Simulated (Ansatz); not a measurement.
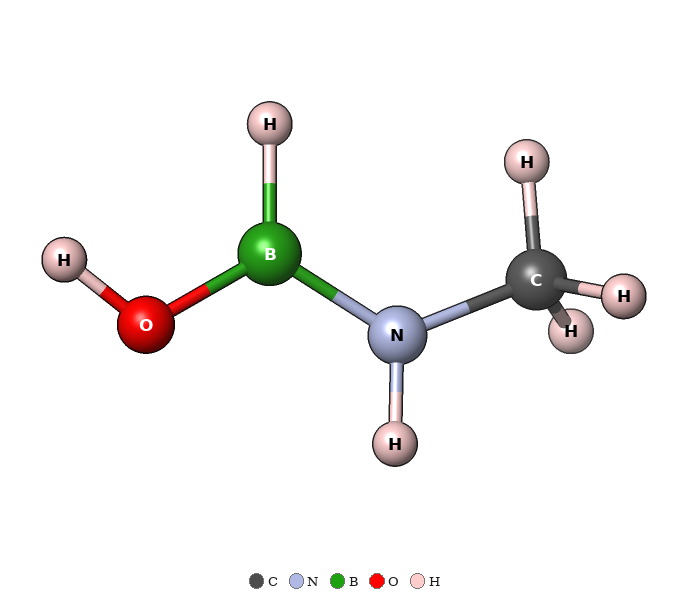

A ball-and-stick model of a molecule. Every bond is drawn as one stick, whatever its order.

Question: What is the molecular formula?

Answer: CH6BNO, 10 atoms: 1 carbon, 6 hydrogen, 1 boron, 1 nitrogen and 1 oxygen.

Question: Which point group does it belong to?

Answer: Cs.

Question: How many bonds of each kind are drawn?

Answer: 3 C–H, 1 C–N, 1 B–N, 1 B–O, 1 N–H, 1 B–H, 1 O–H.

Question: Does it have rings?

Answer: It has no ring.

More results for the same structure follow; atom numbers are the same in all pictures, views and colours differ. The geometry was computed by an optimisation with PBE0-D4/def2-TZVP.

**Thermal motion**

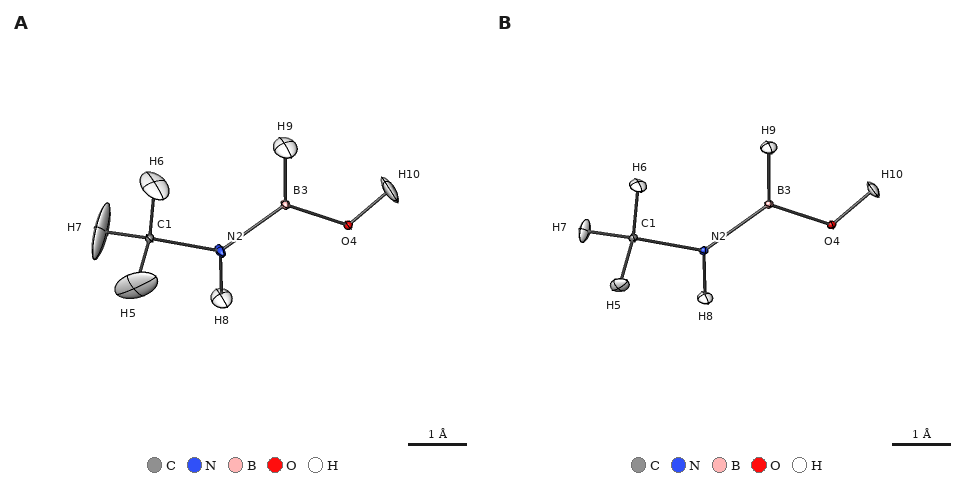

Displacement ellipsoids at the 50 % level, scaled by 0.7, from the internal vibrations of the free molecule (harmonic, no overall translation or rotation; no half-axis is drawn under 0.075 Å). Vibrations computed with RKS PBE0-D4/def2-TZVP (Ansatz 0.2.0). One panel is for 0 K (zero-point motion alone), the other for 900 K.

Question: Which panel is for 900 K?

Answer: A.

Question: How much does the mean-square displacement of N2 grow, and why?

Answer: U_eq goes from 0.0019 to 0.0105 Å², a factor of 5.5. Modes below kT (626 cm⁻¹ at 900 K) grow about in proportion to T, and the lowest lies at 154 cm⁻¹; the mean-square amplitude of a mode is its zero-point value times coth(ħω/2kT), which comes close to 1 only above about 3kT.

**Vibrations**

Harmonic vibrations computed with RKS PBE0-D4/def2-TZVP (Ansatz 0.2.0) at a stationary point of the same level.

Question: List the wavenumbers.

Answer: 24 modes: 154, 209, 274, 475, 500, 643, 912, 936, 1021, 1124, 1152, 1172, 1253, 1344, 1458, 1486, 1503, 1589, 2577, 3025, 3073, 3134, 3618, 3935 cm⁻¹.

**Electronic properties**

Level of theory: RKS r2SCAN-D4/def2-TZVPP (Ansatz 0.2.0).

Question: Give the dispersion correction at this level.

Answer: −3.2 kJ/mol.

Question: Give the HOMO energy (Kohn–Sham orbital) at this level.

Answer: −5.99 eV.

Question: What is the dipole moment?

Answer: 0.54 D.

Question: What is the LUMO energy (Kohn–Sham orbital)?

Answer: 0.82 eV.
